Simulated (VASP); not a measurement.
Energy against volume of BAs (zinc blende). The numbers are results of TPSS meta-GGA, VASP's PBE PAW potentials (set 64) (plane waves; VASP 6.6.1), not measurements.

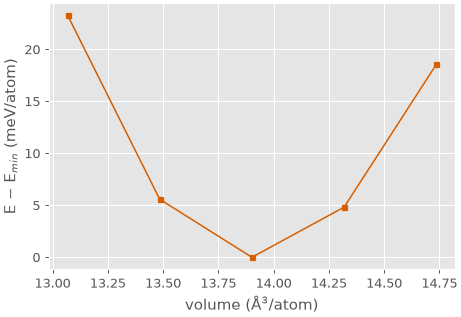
Energy against volume

Problem. Estimate the equilibrium volume and the bulk modulus.

Solution. The minimum lies near 13.9 Å³/atom, and the curvature gives B0 of about 130 GPa.

Measured: bulk modulus 142 GPa (computed value off by -6.6 %), as given by PMC11618452 (zinc blende boron arsenide), quoting Tian et al.; a 4.777 Å (computed value off by +0.7 %), as given by M J Lucero et al., Journal of Physics Condensed Matter (2012), arXiv:1111.4515. The calculation is for a static lattice, while the measured bulk modulus, a hold thermal and zero-point effects, which are part of the difference.

The compound is BAs in the zinc blende structure. It was relaxed first.
